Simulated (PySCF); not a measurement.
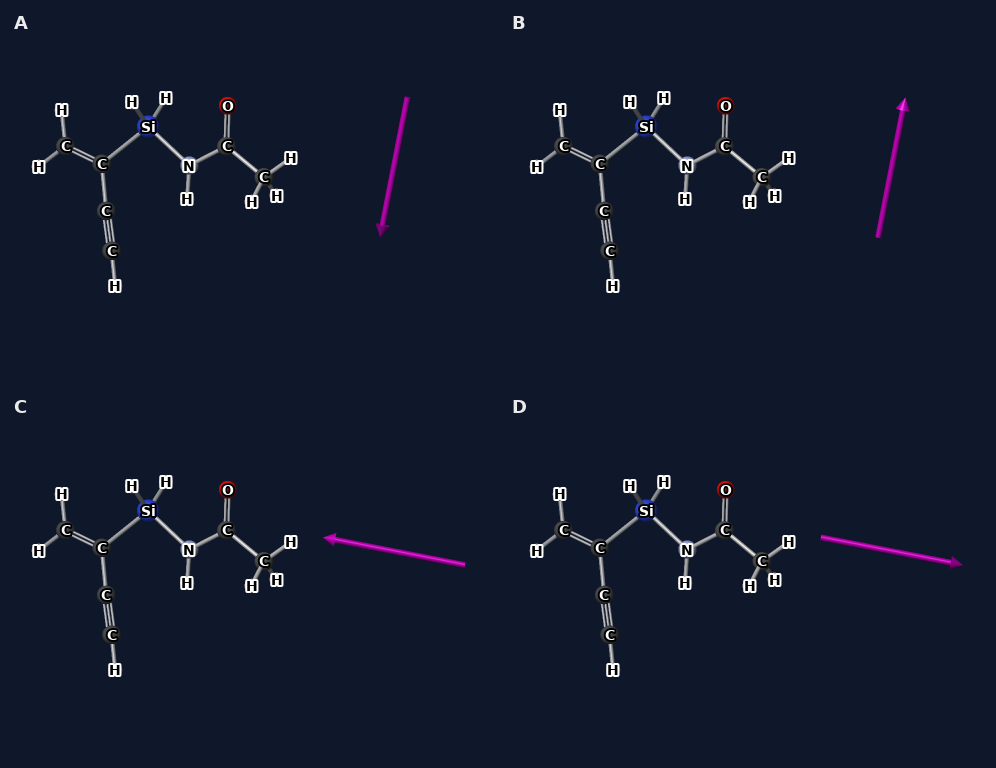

The same molecule four times, each with an arrow. The geometry was computed by an optimisation with GFN2-xTB. No frequency run is at hand to confirm it as a minimum. Level of theory: PBE0/pcSseg-1, gas phase (PySCF 2.14.0).

Question: Which arrow points along the dipole moment, from the negative to the positive end?

Answer: A. The dipole moment is 3.15 D.

The geometry is semi-empirical. Around Si such bond lengths and angles can be off by a tenth of an ångström or more and by several degrees, and values that hang on the shape move with them.
